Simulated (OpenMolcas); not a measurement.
SnSiH6O: a line through the functionals

SnSiH6O has 9 atoms, charge 0, and is taken as a singlet. As SMILES, `[SiH3][O][SnH3]`. The coordinates come from a PBE0-D4/def2-TZVP relaxation.

The dipole moment y, in D, basis def2-SVP with a core potential; a is the functional's share of exact exchange. Programs: OpenMolcas 26.06.

| functional | program | a | y (D) |
| --- | --- | --- | --- |
| BLYP | OpenMolcas | 0 | 2.03 |
| TPSS | OpenMolcas | 0 | 2.03 |
| B3LYP | OpenMolcas | 0.2 | 2.11 |
| PBE0 | OpenMolcas | 0.25 | ? |
| BHLYP | OpenMolcas | 0.5 | 2.20 |

Question: Fit y = c + s·a to the known rows and predict PBE0.

Answer: 
1. Means of the 4 rows: a = 0.1750, y = 2.092.
2. Σ(Δa)² = 0.1675, Σ(Δa·Δy) = 0.05725, so the slope is 0.05725/0.1675 = 0.34179.
3. Intercept: 2.092 − (0.34179) × 0.1750 = 2.032. The largest residual of the fit is 0.010.
4. PBE0: 2.032 + (0.34179) × 0.25 = 2.12 D.

The run gave 2.14 D, so the prediction is off by -0.02 D, more than the largest residual. More exact exchange makes the molecule more polar here.

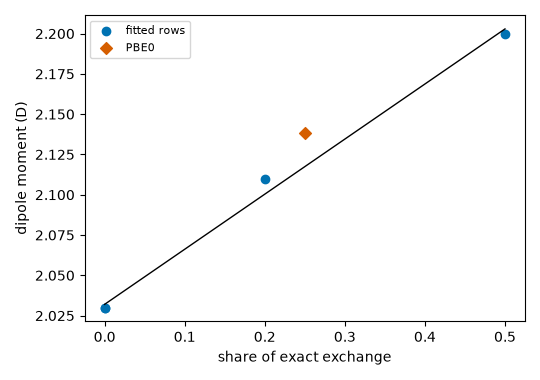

The fitted line, with the withheld row.
